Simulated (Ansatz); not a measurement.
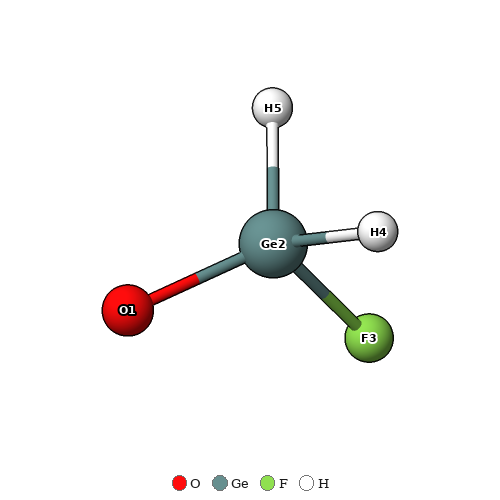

The system is FGeH₂O, SMILES [O-][GeH2][F], charge −1; the picture shows the reference structure. 
- Coordinates scanned: (1) bond length O1–Ge2; (2) bond length Ge2–H4.
- Nothing is relaxed (all other coordinates rigid).
- The grid has 11 × 11 points.
- Points are written as (first, second).
- Energies: kJ/mol, counted from the relaxed molecule at the same level.
- Theory: RHF/def2-SVPD in Ansatz.

Its coordinates:

```yaml
atoms:
  - { symbol: O, position_ang: [-0.6196, 0.0507, 1.6549] }
  - { symbol: Ge, position_ang: [0.0257, -0.0458, 0.1267] }
  - { symbol: F, position_ang: [-0.8947, 0.8593, -1.1238] }
  - { symbol: H, position_ang: [0.0527, -1.4500, -0.5566] }
  - { symbol: H, position_ang: [1.4359, 0.5858, -0.1011] }
```

Range: bond length O1–Ge2 from 1.429 to 2.326 Å; bond length Ge2–H4 from 1.374 to 1.952 Å.

Q: What will the energy surface look like?

A: The lowest grid point is at (1.698 Å, 1.548 Å), 2.7 kJ/mol from the relaxed molecule at the same level. No other kind of well shows on this grid. The highest grid point, (2.326 Å, 1.952 Å), lies 376 kJ/mol above the lowest.

```
bond length Ge2–H4 ↓, bond length O1–Ge2 →  1.429  1.519  1.608  1.698  1.788  1.878  1.967  2.057  2.147  2.237  2.326
                                     1.952    238    119     74     73     99    141    190    241    291    337    379
                                     1.895    225    105     59     58     84    125    174    225    275    322    364
                                     1.837    212     91     45     43     69    110    158    209    260    307    349
                                     1.779    201     79     32     30     55     96    144    195    246    293    335
                                     1.721    191     69     21     19     44     84    132    183    233    281    324
                                     1.663    184     61     13     10     34     75    122    174    224    271    314
                                     1.606    180     57      8      4     28     69    116    167    218    265    308
                                     1.548    181     57      7      3     27     66    114    165    215    263    306
                                     1.490    187     62     11      7     30     70    117    168    219    267    310
                                     1.432    200     74     23     18     41     80    128    179    229    277    321
                                     1.374    222     95     44     38     61    100    147    198    249    297    341
```

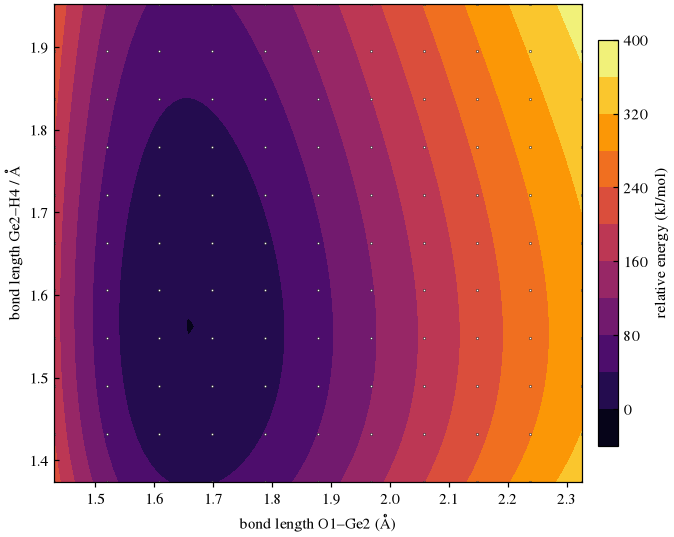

Drawn: filled contours, dots at the grid points. Between grid points the surface is interpolated.

Each point was launched as `ansatz run input.yaml --threads 1 --pin off --max-ram 2560MiB --backend cpu --events-out ev --progress --plain --runs-dir out`. Time for the 121 points that were run: 9.2 min on 1 thread of Intel(R) Xeon(R) Platinum 8259CL CPU @ 2.50GHz (Skylake/Cascade Lake), on a shared host.
